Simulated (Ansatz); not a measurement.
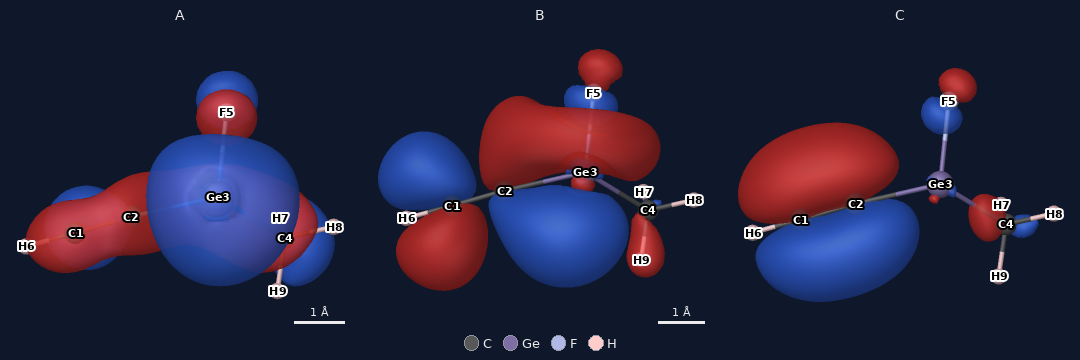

C3H4FGe (SMILES C#[C][Ge]([CH3])[F]) (doublet). Three frontier orbitals at ±0.08 Å⁻³ᐟ² (blue and red are the two phases), in no order.

Geometry: PBE0-D4/def2-TZVP.

The calculation used Ansatz 0.2.0, UKS PBE0-D4/def2-TZVPP.

| atom | x (Å) | y (Å) | z (Å) |
| --- | --- | --- | --- |
| C | -0.0961 | 2.6568 | -0.0101 |
| C | 0.2629 | 1.5093 | -0.1281 |
| Ge | 0.9902 | -0.2456 | -0.1479 |
| C | -0.3108 | -1.5814 | 0.4306 |
| F | 1.3381 | -0.5897 | -1.8266 |
| H | -0.4276 | 3.6666 | 0.0758 |
| H | -1.1433 | -1.5589 | -0.2757 |
| H | 0.1424 | -2.5712 | 0.4350 |
| H | -0.6673 | -1.3322 | 1.4299 |

Q: Which picture is the HOMO−1, the HOMO and the LUMO? All are α orbitals.

A: C is the HOMO−1 (α) (−8.58 eV). It lies mainly on C1 (about 45 %) and C2 (about 45 %); π-bonding across C1–C2. A is the HOMO (α) (−6.40 eV). Its weight (Hirshfeld) is mainly on Ge3 (about 60 %), C4 (about 10 %), C1 (about 10 %), C2 (about 10 %) and F5 (about 5 %). B is the LUMO (α) (−0.51 eV). By Hirshfeld shares it lies mainly on Ge3 (about 35 %), C1 (about 25 %), C2 (about 20 %) and F5 (about 10 %).

Q: What is the gap between the highest occupied and lowest empty α orbitals?

A: 5.89 eV between the orbital energies.
